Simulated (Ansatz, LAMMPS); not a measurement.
**Glassy 73SiO2-12SrO-7K2O-7P2O5 (mol %) (130 atoms): geometry optimisation**

Wanted: the relaxed structure of glassy 73SiO2-12SrO-7K2O-7P2O5 (mol %) (130 atoms) and its electronic structure.

Main program and level: Ansatz 0.2.0; Kohn-Sham DFT, PBE, PAW (set soft_2), plane waves.

## 1. The starting structure

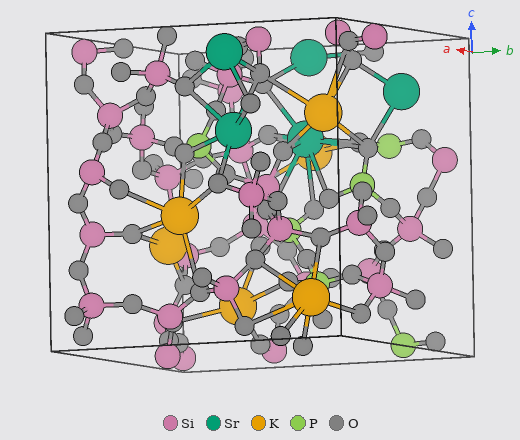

The starting structure, seen slightly off an axis (silicon pink, strontium teal, potassium orange, phosphorus green, oxygen grey). Bonds to atoms that aren't drawn are left out. Some periodic images of atoms are drawn too.

The cell holds 130 atoms: 30 Si, 5 Sr, 6 K, 6 P and 83 O. Cell: a = 12.442 Å, b = 12.442 Å, c = 12.442 Å, α = 90.0°, β = 90.0°, γ = 90.0°. 130 atoms (30 Si, 5 Sr, 6 K, 6 P, 83 O) placed at random at 2.55 g/cm³, melted at 4000 K for 10 ps at fixed volume with the Morse and Coulomb pair potential with partial charges (Pedone, Malavasi, Menziani, Cormack and Segre, J. Phys. Chem. B 110, 11780 (2006)). Quenched from 4000 K to 300 K at 50 K/ps and fixed volume, held 10 ps at zero pressure, then minimised at fixed cell.

Before any run, some limits are plain. The quench rate of 50 K/ps far exceeds what a furnace or splat quench reaches, so expect more defects and frozen-in strain than in a real sample. The starting topology of bonds comes from the classical model. Only the Γ point is sampled, in a cell whose shortest periodic width is 12 Å.

## 2. Single point at the start

The forces at the start show how far the geometry lies from a minimum of this functional.

The input, input.yaml:

```yaml
crystal:
  lattice:
    - [12.44197, 0.0, 0.0]
    - [0.0, 12.44197, 0.0]
    - [0.0, 0.0, 12.44197]
  atoms:
    - { symbol: Si, position: [0.679, 0.64884, 0.37488] }
    - { symbol: Si, position: [0.72286, 0.28516, 0.11365] }
    - { symbol: Si, position: [0.04865, 0.19834, 0.8714] }
    - { symbol: Si, position: [0.74646, 0.10106, 0.75254] }
    [... 120 atom lines left out ...]
    - { symbol: O, position: [0.0569, 0.85697, 0.68685] }
    - { symbol: O, position: [0.60185, 0.23867, 0.10581] }
    - { symbol: O, position: [0.09372, 0.55305, 0.26345] }
    - { symbol: O, position: [0.22102, 0.00717, 0.63956] }
    - { symbol: O, position: [0.14213, 0.68162, 0.67944] }
    - { symbol: O, position: [0.54504, 0.40349, 0.56735] }
kpoints:
  mp_grid: { grid: [1, 1, 1] }
hamiltonian:
  xc: pbe
scf:
  occupations: { method: fermi_dirac, width: 0.025 }
output:
  forces: true
  stress: true
  populations: true
  dos:
    method: { smearing: { sigma: 0.08 } }
    de: 0.1
    projected: { site_lists: { K: [K], O: [O], P: [P], Si: [Si], Sr: [Sr] } }
  eigenvalues: true
```

Run with:

```sh
ansatz run input.yaml --threads 4 --pin off --max-ram 8192MiB --backend cpu --events-out ev --progress --plain --runs-dir out
```

Elapsed: 41 s, on 4 threads of Arm Neoverse V2, shared host; peak memory 2.9 GiB; 2.6 min of CPU time.

Read from the output:

| Quantity | Value |
| --- | --- |
| free energy | -97778.9084 eV |
| free energy per atom | -752.1454 eV/atom |
| SCF cycles | 9 |
| pressure | 4.037 GPa |
| r.m.s. force component | 0.9905 eV/Å |
| longest force | 3.928 eV/Å |
| Fermi energy | 5.78 eV |
| gap (highest filled to lowest empty level) | 2.73 eV |
| spilling of the projection | 0.01367 |

The r.m.s. force component of 0.99 eV/Å and the pressure of 4.0 GPa set the starting point.

Length of the force by element:

| element | coordination | atoms | mean length of the force (eV/Å) | spread | least | most |
| --- | --- | --- | --- | --- | --- | --- |
| K | all | 6 | 0.410 | 0.206 | 0.195 | 0.757 |
| O | all | 83 | 1.50 | 0.693 | 0.276 | 3.36 |
| P | all | 6 | 2.43 | 0.959 | 0.813 | 3.93 |
| Si | all | 30 | 1.72 | 0.648 | 0.559 | 2.95 |
| Sr | all | 5 | 1.48 | 0.513 | 1.08 | 2.34 |

## 3. Relaxation

With the cell held, the atoms are moved downhill towards a nearby minimum.

input.yaml, the sections that differ from step 2:

```yaml
output:
  forces: true
relax:
  f_tol: 0.05
  max_steps: 195
# crystal, kpoints, hamiltonian, scf: as in step 2
```

The job ended after 7 min (4 threads; peak memory 2.9 GiB; 27 min of CPU time).

Relaxation path (22 of 23):

| step | energy less that of the first step (eV) | largest force component (eV/Å) |
| --- | --- | --- |
| 1 | 0.0000 | 3.5996 |
| 2 | -3.4794 | 2.4253 |
| 3 | -6.2139 | 1.1579 |
| 4 | -6.8860 | 0.7155 |
| 5 | -7.2794 | 0.4539 |
| 6 | -7.4370 | 0.4112 |
| 7 | -7.5354 | 0.2764 |
| 8 | -7.6089 | 0.2911 |
| 9 | -7.7057 | 0.3291 |
| 10 | -7.7858 | 0.4207 |
| 11 | -7.8789 | 0.7006 |
| 13 | -8.1100 | 0.9071 |
| 14 | -8.2141 | 0.9175 |
| 15 | -8.3027 | 0.7917 |
| 16 | -8.3695 | 0.3158 |
| 17 | -8.4051 | 0.1971 |
| 18 | -8.4158 | 0.1074 |
| 19 | -8.4223 | 0.0712 |
| 20 | -8.4272 | 0.0887 |
| 21 | -8.4305 | 0.1106 |
| 22 | -8.3660 | 0.3452 |
| 23 | -8.4362 | 0.0364 |

Relaxation step 22 was tried and not accepted.

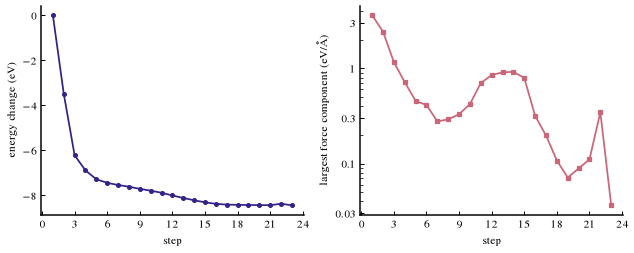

Energy and largest force along the relaxation.

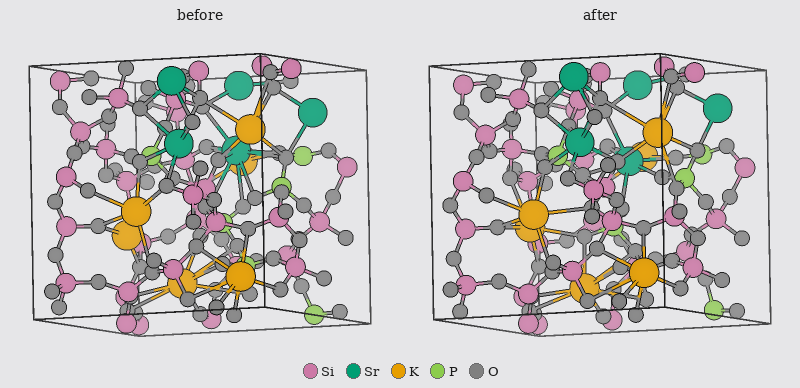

Before and after, at one scale. Bonds to atoms that aren't drawn are left out.

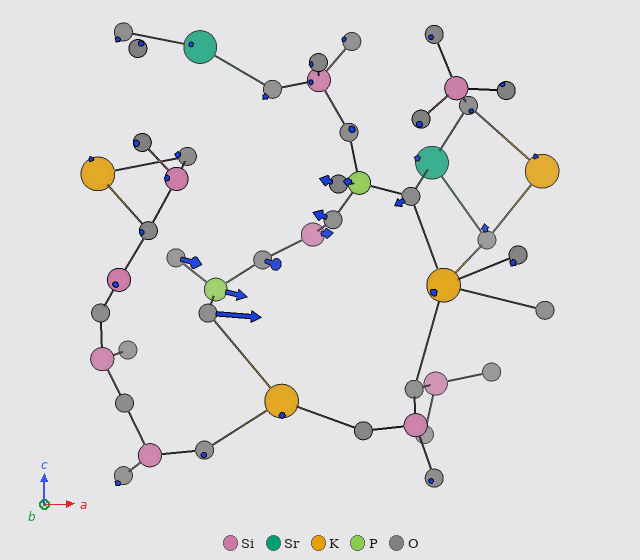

Displacements in the relaxation, scaled; the longest in the cell stands for 1.88 Å. Drawn is a slice 4 Å thick, seen along the normal of the ac plane. Bonds to atoms that aren't drawn are left out.

The atoms that moved most (Å):

| atom | dx | dy | dz | length |
| --- | --- | --- | --- | --- |
| O96 | 1.868 | -0.006 | -0.160 | 1.875 |
| O107 | 0.669 | 0.966 | -0.295 | 1.212 |
| O57 | -0.574 | 0.149 | 1.049 | 1.205 |
| O118 | 0.783 | -0.836 | -0.149 | 1.155 |
| O55 | 0.859 | 0.349 | -0.145 | 0.939 |
| P43 | 0.905 | -0.101 | -0.216 | 0.936 |
| O115 | 0.288 | 0.753 | 0.296 | 0.859 |
| O49 | 0.583 | -0.476 | -0.063 | 0.756 |

The relaxation changed the energy by -64.9 meV/atom, and atoms moved by 0.39 Å r.m.s., 1.9 Å at most.

## 4. Structure statistics after relaxation

Density 2.61 g/cm³, 14.82 Å³ an atom.

Pair distribution functions g(r), in bins of 0.2 Å:

| r (Å) | total | O-O | O-Si | O-K | O-P | O-Sr | Si-Si |
| --- | --- | --- | --- | --- | --- | --- | --- |
| 1.40 | 0.12 | 0.00 | 0.00 | 0.00 | 2.12 | 0.00 | 0.00 |
| 1.60 | 4.73 | 0.00 | 13.44 | 0.00 | 13.13 | 0.00 | 0.00 |
| 1.80 | 0.09 | 0.00 | 0.31 | 0.00 | 0.00 | 0.00 | 0.00 |
| 2.00 | 0.00 | 0.00 | 0.00 | 0.00 | 0.00 | 0.00 | 0.00 |
| 2.20 | 0.00 | 0.00 | 0.00 | 0.00 | 0.00 | 0.00 | 0.00 |
| 2.40 | 0.39 | 0.40 | 0.00 | 0.25 | 0.00 | 4.22 | 0.00 |
| 2.60 | 2.15 | 4.71 | 0.00 | 2.06 | 0.00 | 2.21 | 0.00 |
| 2.80 | 1.05 | 2.04 | 0.00 | 1.73 | 0.00 | 1.41 | 0.62 |
| 3.00 | 0.72 | 0.39 | 0.13 | 2.71 | 0.17 | 0.41 | 4.11 |
| 3.20 | 0.72 | 0.57 | 0.42 | 0.75 | 0.62 | 0.00 | 3.85 |
| 3.40 | 0.82 | 0.75 | 1.06 | 0.66 | 1.20 | 0.33 | 0.15 |
| 3.60 | 0.92 | 0.72 | 1.31 | 0.82 | 1.30 | 0.69 | 0.00 |
| 3.80 | 1.02 | 0.66 | 1.54 | 0.95 | 0.63 | 0.53 | 0.12 |
| 4.00 | 1.17 | 0.64 | 1.85 | 0.66 | 1.71 | 1.14 | 0.43 |
| 4.20 | 1.31 | 0.95 | 2.01 | 1.04 | 1.14 | 1.04 | 0.96 |
| 4.40 | 0.91 | 0.81 | 1.06 | 0.71 | 1.19 | 1.33 | 0.98 |
| 4.60 | 0.94 | 1.11 | 0.49 | 1.38 | 1.23 | 0.87 | 1.69 |
| 4.80 | 1.08 | 1.27 | 0.80 | 1.27 | 1.00 | 1.36 | 0.66 |
| 5.00 | 1.27 | 1.65 | 0.70 | 1.80 | 1.11 | 1.41 | 1.43 |
| 5.20 | 1.01 | 1.20 | 0.78 | 0.91 | 0.62 | 1.09 | 1.44 |
| 5.40 | 0.88 | 1.01 | 0.61 | 1.06 | 0.95 | 0.77 | 1.41 |
| 5.60 | 0.88 | 0.77 | 1.00 | 0.99 | 0.78 | 1.01 | 0.76 |
| 5.80 | 0.95 | 0.80 | 1.15 | 0.86 | 0.64 | 1.00 | 1.27 |
| 6.00 | 0.94 | 0.89 | 1.06 | 0.81 | 0.94 | 0.73 | 0.65 |

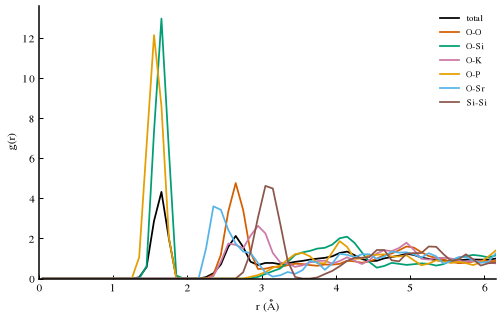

Pair distribution functions, lightly smoothed.

## 5. Single point at the relaxed geometry

One more single point at the end of the walk gives the fuller output and checks the residual forces.

The input, input.yaml:

```yaml
crystal:
  lattice:
    - [12.44197, 0.0, 0.0]
    - [0.0, 12.44197, 0.0]
    - [0.0, 0.0, 12.44197]
  atoms:
    - { symbol: Si, position: [0.69709, 0.64045, 0.37866] }
    - { symbol: Si, position: [0.72315, 0.28514, 0.10558] }
    - { symbol: Si, position: [0.04487, 0.1933, 0.88033] }
    - { symbol: Si, position: [0.73579, 0.11722, 0.73978] }
    [... 120 atom lines left out ...]
    - { symbol: O, position: [0.07039, 0.8547, 0.70365] }
    - { symbol: O, position: [0.59804, 0.24067, 0.10581] }
    - { symbol: O, position: [0.09908, 0.55087, 0.26948] }
    - { symbol: O, position: [0.21777, 0.00393, 0.643] }
    - { symbol: O, position: [0.12961, 0.66074, 0.6636] }
    - { symbol: O, position: [0.50138, 0.42786, 0.58207] }
kpoints:
  mp_grid: { grid: [1, 1, 1] }
hamiltonian:
  xc: pbe
scf:
  occupations: { method: fermi_dirac, width: 0.025 }
output:
  forces: true
  stress: true
  populations: true
  dos:
    method: { smearing: { sigma: 0.15 } }
    de: 0.1
    projected: { site_lists: { K: [K], O: [O], P: [P], Si: [Si], Sr: [Sr] } }
  eigenvalues: true
  write_density: true
  write_potential: true
  volumetric_format: npy
```

Wall time 45 s (4 threads); peak memory 2.9 GiB.

The program notes that the exchange-correlation potential is rough where the density is thin.

Read from the output:

```
free energy                                      : -97787.3446 eV
free energy per atom                             : -752.2103 eV/atom
SCF cycles                                       : 9
pressure                                         : 0.04222 GPa
r.m.s. force component                           : 0.00838 eV/Å
longest force                                    : 0.03846 eV/Å
Fermi energy                                     : 5.598 eV
gap (highest filled to lowest empty level) : 3.456 eV
spilling of the projection                       : 0.01359
```

Löwdin charges by element (they lack the spilled electrons, 0.079 e an atom on average):

| element | coordination | atoms | mean charge (e) | spread | least | most |
| --- | --- | --- | --- | --- | --- | --- |
| K | all | 6 | 0.856 | 0.0141 | 0.832 | 0.874 |
| O | all | 83 | -0.830 | 0.0762 | -1.06 | -0.740 |
| P | all | 6 | 2.14 | 0.0159 | 2.12 | 2.16 |
| Si | all | 30 | 1.74 | 0.0462 | 1.63 | 1.79 |
| Sr | all | 5 | 1.8 | 0.0139 | 1.79 | 1.83 |

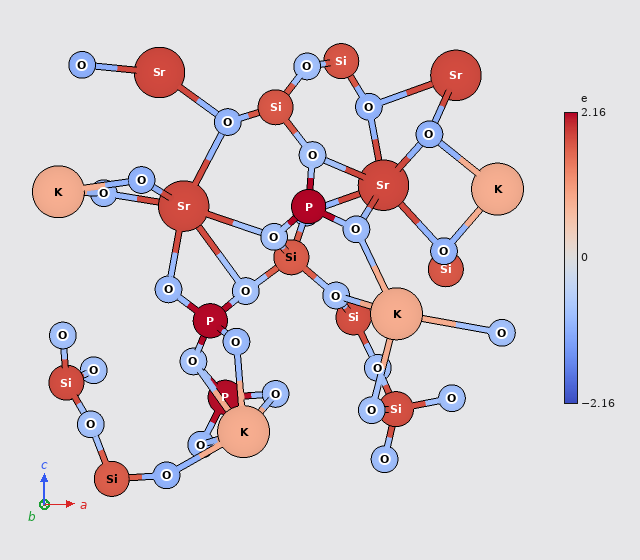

Atoms coloured by Löwdin charge. Drawn is a slice 4 Å thick, seen along the normal of the ac plane.

Density of states as counts of states in windows of 1 eV (from the Fermi level), total and the larger projections:

| from (eV) | to (eV) | total | O p | Si p | Sr p | K p |
| --- | --- | --- | --- | --- | --- | --- |
| -18 | -17 | 7.5 | 0.2 | 0.3 | 5.1 | 0.0 |
| -17 | -16 | 19.5 | 0.6 | 0.1 | 17.9 | 0.0 |
| -16 | -15 | 5.1 | 0.2 | 0.0 | 4.4 | 0.0 |
| -15 | -14 | 7.9 | 0.1 | 0.0 | 0.0 | 7.8 |
| -14 | -13 | 25.7 | 0.4 | 0.1 | 0.0 | 25.0 |
| -13 | -12 | 17.1 | 9.2 | 0.5 | 0.0 | 2.5 |
| -12 | -11 | 17.2 | 11.3 | 1.0 | 0.0 | 0.0 |
| -11 | -10 | 18.9 | 13.0 | 1.7 | 0.0 | 0.0 |
| -10 | -9 | 29.3 | 21.5 | 4.4 | 0.0 | 0.0 |
| -9 | -8 | 39.0 | 30.0 | 7.1 | 0.0 | 0.0 |
| -8 | -7 | 30.6 | 22.9 | 2.0 | 0.1 | 0.0 |
| -7 | -6 | 62.7 | 52.3 | 4.3 | 0.1 | 0.1 |
| -6 | -5 | 90.8 | 81.5 | 3.5 | 0.1 | 0.1 |
| -5 | -4 | 94.8 | 88.6 | 1.8 | 0.1 | 0.1 |
| -4 | -3 | 61.0 | 57.8 | 0.9 | 0.1 | 0.1 |
| -3 | -2 | 35.0 | 33.2 | 0.7 | 0.1 | 0.1 |
| -2 | -1 | 3.9 | 3.7 | 0.1 | 0.0 | 0.0 |
| -1 | 1 | 0.0 | 0.0 | 0.0 | 0.0 | 0.0 |
| 1 | 2 | 2.0 | 0.0 | 0.1 | 0.0 | 0.0 |
| 2 | 3 | 3.7 | 0.3 | 0.4 | 0.0 | 0.0 |
| 3 | 4 | 18.7 | 1.5 | 3.0 | 0.0 | 0.0 |
| 4 | 5 | 45.3 | 3.8 | 10.7 | 0.0 | 0.0 |

Between -26 and -18 eV lie 164 more states.

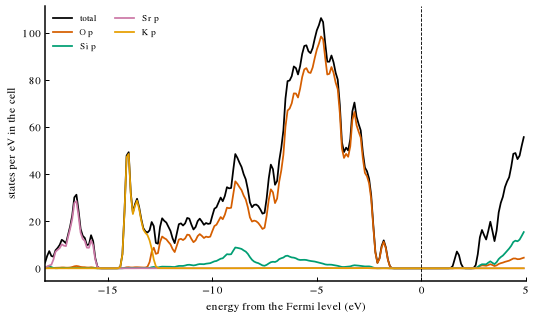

Total and projected density of states, with the broadening of the input.

The levels nearest the highest filled one (over half full), pooled over k-points and spins:

| level less the highest filled one (eV) | occupation |
| --- | --- |
| -0.714 | 2 |
| -0.699 | 2 |
| -0.678 | 2 |
| -0.573 | 2 |
| -0.139 | 2 |
| 0 | 2 |
| 3.46 | 0 |
| 4.55 | 0 |
| 4.63 | 0 |
| 4.76 | 0 |
| 4.97 | 0 |
| 5.05 | 0 |

Mean Löwdin charges: K +0.86, O -0.83, P +2.14, Si +1.74, Sr +1.80 e (they miss 1.4 % of the electrons, so they add up to more than the cell's charge).

## 6. Outcome

```yaml
energy_change_in_the_relaxation: -64.89 meV/atom
r_m_s_displacement: 0.391 Å
largest_displacement: 1.875 Å
free_energy_per_atom: -752.2103 eV/atom
pressure: 0.04222 GPa
r_m_s_force_component: 0.00838 eV/Å
spacing_of_highest_filled_and_lowest_empty_level: 3.456 eV
wall_time_of_the_3_dft_runs: 8.4 min
```

**Reading.** Relaxation lowers the energy by 64.9 meV/atom and moves atoms by 0.39 Å r.m.s.; the r.m.s. force component goes from 0.99 to 0.0084 eV/Å, the pressure goes from 4.0 to 0.042 GPa, and the gap from 2.73 to 3.46 eV. First to last step the energy falls by 8.436 eV; the largest move, 1.88 Å, is that of O96. Between filled and empty levels lie 3.46 eV (at Γ alone); a semilocal functional tends to put such gaps too low. In a disordered cell it changes from sample to sample, and tail or defect levels can set it.

What to keep in mind: The network of bonds at the start is that of the classical potential that made the cell; in DFT atoms moved by 0.39 Å r.m.s.

[Logs are printed without paths, hosts, clocks, repeated set-up lines and the standing remarks that a program may print on its own settings, such as how far it seeks lower states.]

[Hosts, paths, dates, database ids (printed as entryN), source tags and the programs' standing remarks are cut or masked in the printed files.]
